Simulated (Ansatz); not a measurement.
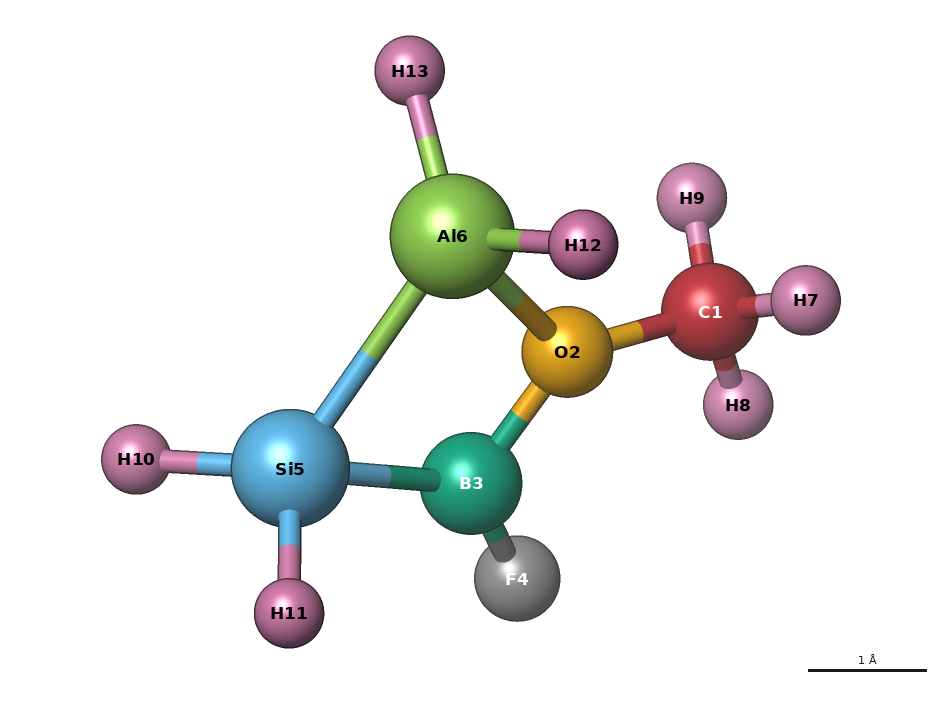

Numbered structure. The geometry was computed by an optimisation with PBE-D4/def2-SVP. No frequency run is at hand to confirm it as a minimum.

### How are the neighbours of atom 2 arranged?

O2 has 3 neighbours (C1 at 1.45, B3 at 1.41, Al6 at 2.10 Å); the arrangement is trigonal planar.

### Describe the coordination of atom 3.

B3 has 3 neighbours (O2 at 1.41, F4 at 1.33, Si5 at 2.05 Å); the arrangement is trigonal planar.

### How are the neighbours of atom 1 arranged?

C1 has 4 neighbours (O2 at 1.45, H7 at 1.11, H8 at 1.11, H9 at 1.11 Å); the arrangement is tetrahedral.

### Which bond is the longest?

Si5–Al6, 2.458 Å.

### What is the dihedral angle F4–B3–Si5–Al6?

180° in size, that is anti.
